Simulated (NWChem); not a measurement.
**One shape, several levels: SiNH2F2 (SMILES [NH][SiH](F)F)**

We compute a comparison of 5 runs (UHF/STO-3G, UHF/3-21G, UB3LYP/6-31G*, U-wB97X/cc-pVDZ) of SiNH2F2. 

The calculation is run with NWChem 7.3.0.

### 1 The structure to begin with

SiNH2F2 has 6 atoms, charge 0, and is taken as a doublet. As SMILES, `[NH][SiH](F)F`. Geometry: relaxed at PBE0-D4/def2-TZVP. This is one conformer, not always the lowest.

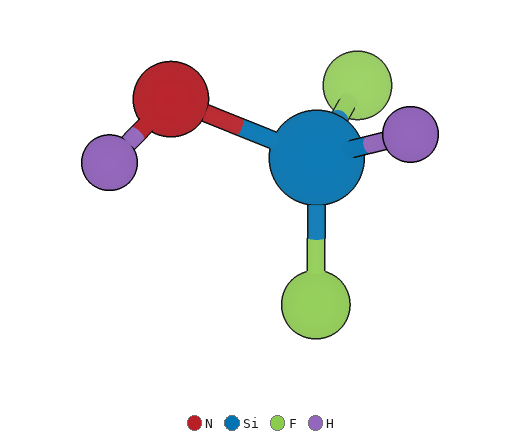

The structure, seen from a chosen angle (nitrogen red, silicon blue, fluorine green, hydrogen purple).

### 2 Energy and forces at UHF/STO-3G (run 1)

The input, input.nw:

```
start input
title "F2H2NSi"
memory total 2200 mb
geometry noautosym nocenter noautoz
  N       -0.025400       1.001700      -0.903700
  Si       0.188000      -0.244900       0.273000
  F        1.578700      -0.941400      -0.004700
  F       -0.908600      -1.390200       0.207400
  H       -0.977800       1.156700      -1.236500
  H        0.187200       0.354100       1.618300
end
basis spherical bse
  N library STO-3G
  Si library STO-3G
  F library STO-3G
  H library STO-3G
end
scf
  doublet
  uhf
  thresh 1e-08
  maxiter 80
end
task scf gradient
```

Launch:

```bash
$ nwchem input.nw > input.out
```

What it wrote:

```text
[...]
  functions       =    26
[...]
  wavefunction    = UHF
[...]
         Total SCF energy =   -536.591317061420
      One electron energy =  -1100.767800942843
      Two electron energy =    388.430518008412
 Nuclear repulsion energy =    175.745965873010
                       Sz =      0.5000
                 Sz(Sz+1) =      0.7500
                      S^2 =      0.7577
[...]
                         UHF ENERGY GRADIENTS
    atom               coordinates                        gradient
                 x          y          z           x          y          z
   1 N      -0.047999   1.892939  -1.707745   -0.025385  -0.020633   0.014268
   2 Si      0.355268  -0.462794   0.515895    0.004088  -0.008208  -0.050106
   3 F       2.983310  -1.778988  -0.008882   -0.016156   0.008714   0.004487
   4 F      -1.717005  -2.627097   0.391929    0.010669   0.009379   0.003110
   5 H      -1.847774   2.185846  -2.336646    0.026153   0.001550   0.004065
   6 H       0.353757   0.669152   3.058144    0.000630   0.009198   0.024176
[...]
```

Wall time 1.8 s (1 thread of Intel Xeon 6975P-C (Granite Rapids), shared host); peak memory 0.099 GiB.

### 3 Energy and forces at UHF/3-21G (run 2)

The input, sp.nw:

```
start sp
title "F2H2NSi gradient"
memory 2200 mb
geometry units angstroms noautosym nocenter noautoz
  N     -0.025400     1.001700    -0.903700
  Si     0.188000    -0.244900     0.273000
  F      1.578700    -0.941400    -0.004700
  F     -0.908600    -1.390200     0.207400
  H     -0.977800     1.156700    -1.236500
  H      0.187200     0.354100     1.618300
end
basis spherical bse
  * library 3-21G
end
scf
  nopen 1
  uhf
  thresh 1e-08
  maxiter 80
  print medium
end
task scf gradient
```

Launch:

```bash
$ nwchem sp.nw > sp.out
```

What it wrote:

```text
[...]
  functions       =    44
[...]
  wavefunction    = UHF
[...]
         Total SCF energy =   -540.605950370817
      One electron energy =  -1101.008668045560
      Two electron energy =    384.656751801733
 Nuclear repulsion energy =    175.745965873010
                       Sz =      0.5000
                 Sz(Sz+1) =      0.7500
                      S^2 =      0.7560
[...]
                         UHF ENERGY GRADIENTS
    atom               coordinates                        gradient
                 x          y          z           x          y          z
   1 N      -0.047999   1.892939  -1.707745    0.017158  -0.012549   0.014746
   2 Si      0.355268  -0.462794   0.515895   -0.007824  -0.015440  -0.036371
   3 F       2.983310  -1.778988  -0.008882   -0.023284   0.016036   0.005904
   4 F      -1.717005  -2.627097   0.391929    0.016519   0.016891   0.004401
   5 H      -1.847774   2.185846  -2.336646   -0.003827  -0.006537   0.006494
   6 H       0.353757   0.669152   3.058144    0.001258   0.001598   0.004826
[...]
```

Wall time 2.2 s (1 thread of Intel Xeon 6975P-C (Granite Rapids), shared host); peak memory 0.096 GiB.

Runs 3 to 4 aren't shown in full; the table further down has their settings and results.

### 4 Energy and gradient at U-wB97X/cc-pVDZ (run 5)

The input, run.py:

```python
from ase import Atoms
from ase.calculators.nwchem import NWChem

system = Atoms(['N', 'Si', 'F', 'F', 'H', 'H'], positions=[
    [-0.025400, 1.001700, -0.903700],
    [0.188000, -0.244900, 0.273000],
    [1.578700, -0.941400, -0.004700],
    [-0.908600, -1.390200, 0.207400],
    [-0.977800, 1.156700, -1.236500],
    [0.187200, 0.354100, 1.618300],
])

calc = NWChem(
    label='f2h2nsi',
    theory='dft',
    memory='2200 mb',
    basis='cc-pVDZ',
    basispar='spherical bse',
    dft={'xc': 'wb97x', 'mult': '2', 'grid': 'xfine', 'convergence': 'energy 1e-08', 'iterations': '100', 'mulliken': None},
)
system.calc = calc

forces = system.get_forces()
print("Total energy (eV):", round(system.get_potential_energy(), 6))
print("forces (eV/A):")
for s, f in zip(system.symbols, forces):
    print(f"{s:2s} {f[0]:10.5f} {f[1]:10.5f} {f[2]:10.5f}")
```

Launch:

```bash
$ export ASE_NWCHEM_COMMAND="nwchem PREFIX.nwi > PREFIX.nwo"
$ python run.py
```

What it wrote:

```text
Total energy (eV): -14833.71902
forces (eV/A):
N     0.22579    0.41071   -0.31362
Si   -0.36402    1.77915    0.64154
F     1.78450   -0.88616   -0.34489
F    -1.35471   -1.37729   -0.07842
H    -0.29316    0.00854   -0.08526
H     0.00165    0.06505    0.18059
```

The calculator wrote f2h2nsi.nwi:

```
title "f2h2nsi"

permanent_dir f2h2nsi

scratch_dir f2h2nsi

start f2h2nsi

geometry units angstrom nocenter noautosym noautoz
  N  -2.5399999999999999e-02 1.0017000000000000e+00 -9.0369999999999995e-01
  Si 1.8800000000000000e-01 -2.4490000000000001e-01 2.7300000000000002e-01
  F  1.5787000000000000e+00 -9.4140000000000001e-01 -4.7000000000000002e-03
  F  -9.0859999999999996e-01 -1.3902000000000001e+00 2.0740000000000000e-01
  H  -9.7780000000000000e-01 1.1567000000000001e+00 -1.2364999999999999e+00
  H  1.8720000000000001e-01 3.5410000000000003e-01 1.6183000000000001e+00
end

memory 2200 mb

basis spherical bse noprint
   * library cc-pVDZ
end

dft
  xc wb97x
  mult 2
  grid xfine
  convergence energy 1e-08
  iterations 100
  mulliken
end

task dft gradient
```

f2h2nsi.nwo:

```text
Northwest Computational Chemistry Package (NWChem) 7.3.0
             --------------------------------------------------------

           Job information
           ---------------

    nwchem branch   = 7.3.0
    use scalapack   = T
    input           = f2h2nsi.nwi
    prefix          = f2h2nsi.
    data base       = f2h2nsi/f2h2nsi.db
    status          = startup
    nproc           =        1

           Memory information
           ------------------

    heap     =     72089598 doubles =      550.0 Mbytes
    stack    =     72089595 doubles =      550.0 Mbytes
    global   =    144179200 doubles =     1100.0 Mbytes (distinct from heap & stack)
    total    =    288358393 doubles =     2200.0 Mbytes
    verify   = yes
    hardfail = no

[... 122 lines left out ...]
          Convergence on energy requested:  1.00D-08
[... 32 lines left out ...]
          Convergence Information
[... 30 lines left out ...]
 1-e energy   =   -1103.310995
[... 63 lines left out ...]
      One electron energy =    -1105.004586765216
[... 8 lines left out ...]
                    DFT Final Alpha Molecular Orbital Analysis
[... 1105 lines left out ...]
          Convergence on gradient requested:  5.00D-04
[... 33 lines left out ...]
          total energy or number of iterations.
[... 43 lines left out ...]
                 ----------------------------------------
                 |  Time  |  1-e(secs)   |  2-e(secs)   |
                 ----------------------------------------
                 |  CPU   |       0.00   |       8.52   |
                 ----------------------------------------
                 |  WALL  |       0.00   |       8.52   |
                 ----------------------------------------

 Task  times  cpu:       73.7s     wall:       73.7s
 Total times  cpu:       73.7s     wall:       73.7s
```

Wall time 75 s (1 thread of Intel Xeon 6975P-C (Granite Rapids), shared host); peak memory 0.14 GiB.

### 5 The series

| run | level | iteration cap | module | energy (Eh) | dipole moment (D) | HOMO energy (eV) | LUMO energy (eV) | wall time |
| --- | --- | --- | --- | --- | --- | --- | --- | --- |
| 1 | UHF/STO-3G | 80 | scf | -536.591317 | 1.61 | -8.71 | 7.78 | 1.8 s |
| 2 | UHF/3-21G | 80 | scf | -540.605950 | 2.59 | -12.02 | 1.93 | 2.2 s |
| 3 | UB3LYP/6-31G* (spherical functions) | 100 | dft | -545.191913 | 1.91 | -8.20 | -4.27 | 29 s |
| 4 | UB3LYP/6-31G* (Cartesian functions) | 100 | dft | -545.197839 | 1.91 | -8.21 | -4.28 | 31 s |
| 5 | U-wB97X/cc-pVDZ | 100 | dft | -545.129124 | 1.96 | -11.08 | -1.60 | 75 s |

### 6 Outcome

```
                                 quantity          value
                      run 5: total energy  -545.12912 Eh
                     run 5: dipole moment         1.96 D
run 5: HOMO energy (highest over α and β)      -11.08 eV
 run 5: LUMO energy (lowest over α and β)       -1.60 eV
                              run 5: ⟨S²⟩          0.753
          run 5: largest force on an atom     2.022 eV/Å
```

**Reading.** The dipole moment (its size) runs from 1.61 D (UHF/STO-3G) to 2.59 D (UHF/3-21G). Totals of different functionals can't be ranked against each other. In run 1 the basis is minimal, so the values are rough. All runs together took 2.3 min, the longest 75 s.
